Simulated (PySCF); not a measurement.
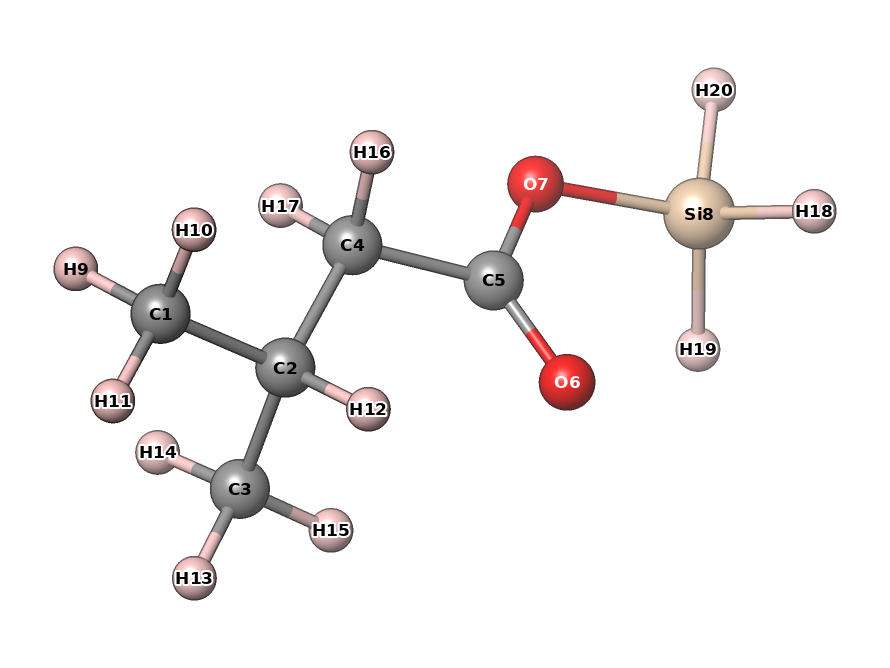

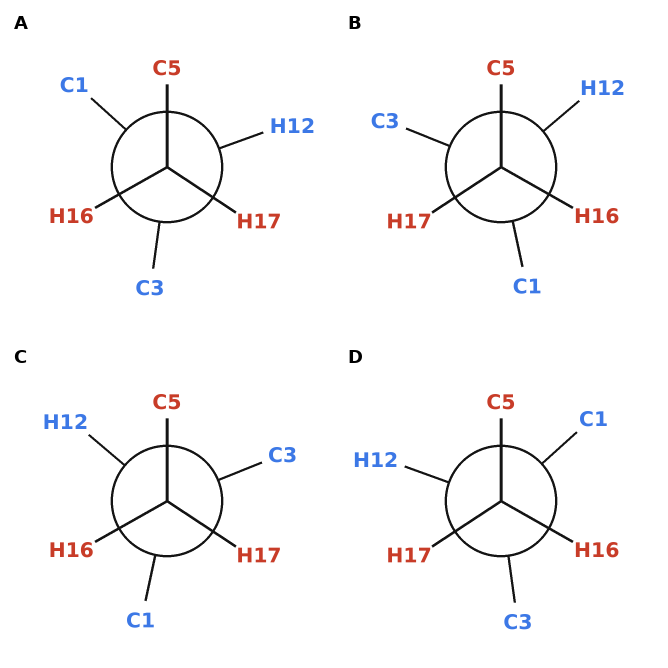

Depth is shown by fading: the farther an atom, the more it takes the colour of the background. Bonds that would overlap in a projection are set slightly apart. The geometry was computed by an optimisation with PBE0-D3(BJ)/def2-SVP. No frequency run is at hand to confirm it as a minimum.

**Which Newman projection shows the view along C4–C2, with C4 in front?**

B. The torsion angle C5–C4–C2–C1 is 168°, antiperiplanar (anti).
